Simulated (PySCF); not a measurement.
SMILES CCC[SiH2]Br at its GFN2-xTB optimised geometry (Å):

```
14

C      2.1150    -1.2791     0.0000
C      0.5910    -1.2791     0.0000
C      0.0260     0.1387     0.0000
Si    -1.8646     0.1654     0.0086
Br    -2.4981     2.2971     0.0081
H      2.4961    -0.7742     0.8856
H      2.4981    -2.2971    -0.0067
H      2.4963    -0.7624    -0.8788
H      0.2306    -1.8166    -0.8812
H      0.2309    -1.8170     0.8811
H      0.4105     0.6762     0.8718
H      0.4028     0.6729    -0.8772
H     -2.4356    -0.4013     1.2232
H     -2.4469    -0.4052    -1.1989
```

Computed with PBE/def2-TZVP in PySCF.

Map of the electrostatic potential (hartree/e), clipped to [-0.08, 0.12] on the plane z = 1.2 Å:

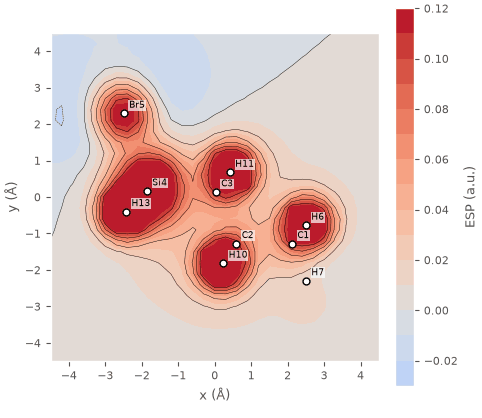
Fig. 1. Electrostatic potential (hartree/e), clipped to [-0.08, 0.12] on the plane z = 1.2 Å.
